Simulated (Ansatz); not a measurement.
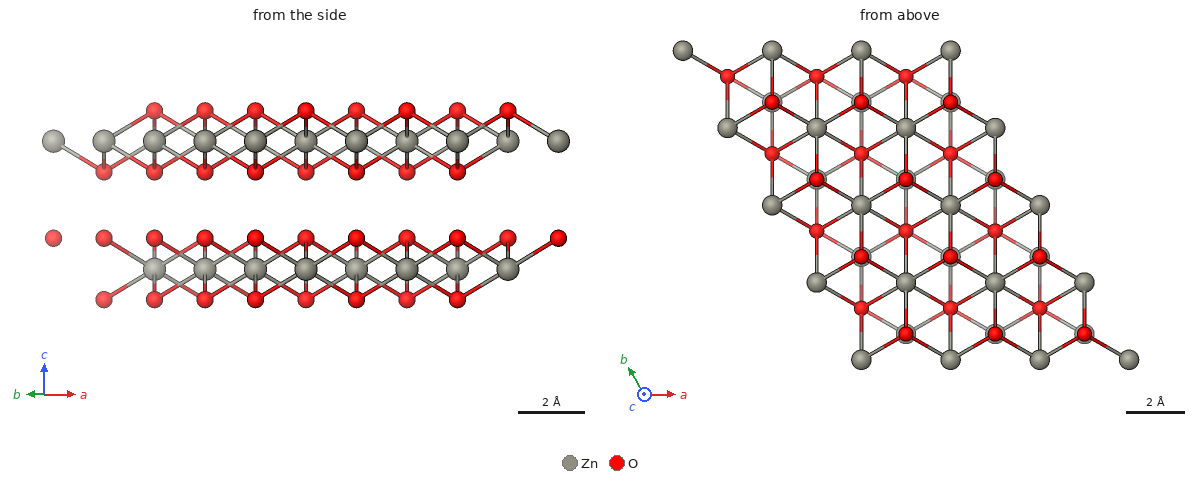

A ball-and-stick picture of a periodic slab, seen from the side and from above. The surface normal points up in side views; the vacuum is left out. 3×4 cells are drawn in the plane, with atoms at the edges repeated.

The cell holds 2 Zn, 4 O.

**Which elements lie outermost on each side?**

The top face ends in O, the bottom face in O. The two faces are alike.

**How far apart are the outermost atoms along the normal?**

About 6 Å from the lowest to the highest atom.

**What layers make up the slab, from top to bottom?**

Six planes: O / Zn / O / O / Zn / O.

**Describe the bonding.**

Each Zn atom is coordinated by six O in a distorted octahedral arrangement at about 2.0 Å. O is linked to three Zn in a trigonal pyramidal arrangement at about 2.0 Å. The bonds build ZnO2 layers parallel to the surface.

Provenance: a structure type filled with these elements by a generator (whether the compound takes this form wasn't checked). Relaxation method: Ansatz 0.2.0, DFT PBE+D3(BJ), scalar-relativistic, plane waves, PAW.
